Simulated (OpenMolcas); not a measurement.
**CH2FNOSn (SMILES O=C=[N][SnH2][F]) at 4 levels**

Aim: a comparison of 4 runs (PBE0/def2-SVP, SVWN5/def2-SVP, TPSS/def2-SVP, revPBE/def2-SVP) of CH2FNOSn. 

The results are computed with OpenMolcas 26.06.

**1. The structure to begin with**

CH2FNOSn has 7 atoms, charge 0, and is taken as a singlet. SMILES: `O=C=[N][SnH2][F]`. One bond was lengthened or shortened from a relaxed shape.

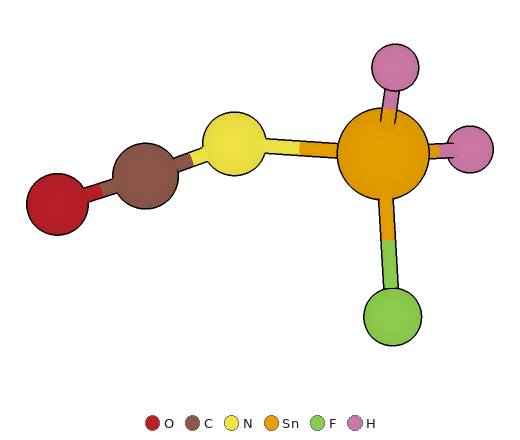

The structure, seen from a chosen angle (oxygen red, carbon brown, nitrogen yellow, tin amber, fluorine green, hydrogen pink).

**2. A single-point energy at PBE0/def2-SVP (core potential) (run 1)**

The input, struct.xyz:

```xyz
7

O     -0.066518    -2.941063    -0.700799
C      0.033682    -1.978563    -0.052999
N      0.134282    -1.029963     0.680201
Sn     0.312582     0.959837     0.549301
F     -0.877100     1.510000    -1.220100
H     -0.463418     1.624337     1.896001
H      1.918982     1.356737     0.187601
```

The input, mol.input:

```
* CH2FNOSn Kohn-Sham DFT

&GATEWAY
  BasLib = $CurrDir
  Coord = struct.xyz
  Basis = def2-SVP
  Group = NoSym

&SEWARD
  GridInput
  Grid=UltraFine
  End of Grid

&SCF
  KSDFT = PBE0
  Thresholds = 1e-10 1e-07 1e-07 1e-05
  PrOrbitals = 1 1
```

The basis set def2-SVP is read from a file made from the Basis Set Exchange's data (not shown).

On the command line:

```bash
$ export MOLCAS_MEM=1860
$ pymolcas mol.input > mol.log
```

The program printed:

```text
--- Start Module: gateway ---
[...]
--- Stop Module: gateway /rc=_RC_ALL_IS_WELL_ ---
--- Start Module: seward ---
[...]
      Basis functions           92
--- Stop Module: seward /rc=_RC_ALL_IS_WELL_ ---
[...]
--- Start Module: scf ---
[...]
       Convergence after  22 Iterations
[...]
::    Total KS-DFT energy                            -482.9475433989
[...]
      Total spin, S                                     0.0000000000
[...]
      Total electronic charge=   54.000000
      Total            charge=   -0.000000
[...]
      Dipole Moment (debye):
      Origin of the operator (angstrom)=    0.1285    0.3366    0.2321
                   X=  2.3533E+00               Y=  1.9082E+00               Z=  3.2278E+00           Total=  4.4270E+00
      Quadrupole Moment (debye*angstrom):
[...]
--- Stop Module: scf /rc=_RC_ALL_IS_WELL_ ---
[...]
```

Wall time 36 s (1 thread of AMD EPYC 7R43 (Zen 3), shared host); peak memory 0.51 GiB.

**3. A single-point energy at SVWN5/def2-SVP (core potential) (run 2)**

The input, calc.input:

```
&GATEWAY
BASLIB = $CurrDir
COORD
7
angstrom
O       -0.066518      -2.941063      -0.700799
C        0.033682      -1.978563      -0.052999
N        0.134282      -1.029963       0.680201
Sn       0.312582       0.959837       0.549301
F       -0.877100       1.510000      -1.220100
H       -0.463418       1.624337       1.896001
H        1.918982       1.356737       0.187601
BASIS = def2-SVP
GROUP = NoSym
&SEWARD
GRIDINPUT
Grid=UltraFine
End of Grid
&SCF
KSDFT = SVWN5
THRESHOLDS = 1e-10 1e-07 1e-07 1e-05
PRORBITALS = 1 1
```

The basis set def2-SVP is read from a file made from the Basis Set Exchange's data (not shown).

On the command line:

```bash
$ export MOLCAS_MEM=1860
$ pymolcas calc.input > calc.log
```

The program printed:

```text
--- Start Module: gateway ---
[...]
--- Stop Module: gateway /rc=_RC_ALL_IS_WELL_ ---
--- Start Module: seward ---
[...]
      Basis functions           92
--- Stop Module: seward /rc=_RC_ALL_IS_WELL_ ---
[...]
--- Start Module: scf ---
[...]
       Convergence after  21 Iterations
[...]
::    Total KS-DFT energy                            -480.9390579605
[...]
      Total spin, S                                     0.0000000000
[...]
      Total electronic charge=   54.000000
      Total            charge=   -0.000000
[...]
      Dipole Moment (debye):
      Origin of the operator (angstrom)=    0.1285    0.3366    0.2321
                   X=  2.1866E+00               Y=  1.7820E+00               Z=  2.9882E+00           Total=  4.1092E+00
      Quadrupole Moment (debye*angstrom):
[...]
--- Stop Module: scf /rc=_RC_ALL_IS_WELL_ ---
[...]
```

It took 26 s on 1 thread of AMD EPYC 7R43 (Zen 3), shared host; peak memory 0.5 GiB.

Run 3 isn't shown in full; the table further down has it.

**4. A single-point energy at revPBE/def2-SVP (core potential) (run 4)**

The input, input.xyz:

```xyz
7

O     -0.066518    -2.941063    -0.700799
C      0.033682    -1.978563    -0.052999
N      0.134282    -1.029963     0.680201
Sn     0.312582     0.959837     0.549301
F     -0.877100     1.510000    -1.220100
H     -0.463418     1.624337     1.896001
H      1.918982     1.356737     0.187601
```

The input, run.inp:

```
&GATEWAY
  BASLIB
  $CurrDir
  COORD
  input.xyz
  BASIS
  def2-SVP
  GROUP
  NoSym

&SEWARD
  GRIDINPUT
  Grid=UltraFine
  End of Grid

&SCF
  KSDFT
  revPBE
  THRESHOLDS
  1e-10 1e-07 1e-07 1e-05
  PRORBITALS
  0
```

The basis set def2-SVP is read from a file made from the Basis Set Exchange's data (not shown).

On the command line:

```bash
$ export MOLCAS_MEM=1860
$ pymolcas run.inp > run.log
```

The program printed:

```text
--- Start Module: gateway ---
[...]
--- Stop Module: gateway /rc=_RC_ALL_IS_WELL_ ---
--- Start Module: seward ---
[...]
      Basis functions           92
--- Stop Module: seward /rc=_RC_ALL_IS_WELL_ ---
[...]
--- Start Module: scf ---
[...]
       Convergence after  20 Iterations
[...]
::    Total KS-DFT energy                            -483.1990366596
[...]
      Total spin, S                                     0.0000000000
[...]
      Total electronic charge=   54.000000
      Total            charge=   -0.000000
[...]
      Dipole Moment (debye):
      Origin of the operator (angstrom)=    0.1285    0.3366    0.2321
                   X=  2.1286E+00               Y=  1.7247E+00               Z=  2.9111E+00           Total=  3.9975E+00
      Quadrupole Moment (debye*angstrom):
[...]
--- Stop Module: scf /rc=_RC_ALL_IS_WELL_ ---
[...]
```

Wall time 33 s (1 thread of AMD EPYC 7R43 (Zen 3), shared host); peak memory 0.51 GiB.

**5. Overview of the runs**

| run | level | energy (Eh) | dipole moment (D) | HOMO energy (eV) | LUMO energy (eV) | wall time |
| --- | --- | --- | --- | --- | --- | --- |
| 1 | PBE0/def2-SVP (core potential) | -482.947543 | 4.43 | -8.72 | -1.84 | 36 s |
| 2 | SVWN5/def2-SVP (core potential) | -480.939058 | 4.11 | -7.41 | -2.97 | 26 s |
| 3 | TPSS/def2-SVP (core potential) | -483.177483 | 4.03 | -7.34 | -2.60 | 43 s |
| 4 | revPBE/def2-SVP (core potential) | -483.199037 | 4.00 | -7.17 | -2.61 | 33 s |

**6. Summary of results**

| quantity | value |
| --- | --- |
| run 4: total energy | -483.19904 Eh |
| run 4: dipole moment | 4.00 D |
| run 4: HOMO energy | -7.17 eV |
| run 4: LUMO energy | -2.61 eV |
| run 4: HOMO–LUMO gap | 4.56 eV |

What this shows: The dipole moment (its size) runs from 4.00 D (revPBE/def2-SVP) to 4.43 D (PBE0/def2-SVP). The HOMO–LUMO gap runs from 4.44 eV (SVWN5/def2-SVP) to 6.88 eV (PBE0/def2-SVP). Totals of different functionals can't be ranked against each other. All runs together took 2.3 min, the longest 43 s.
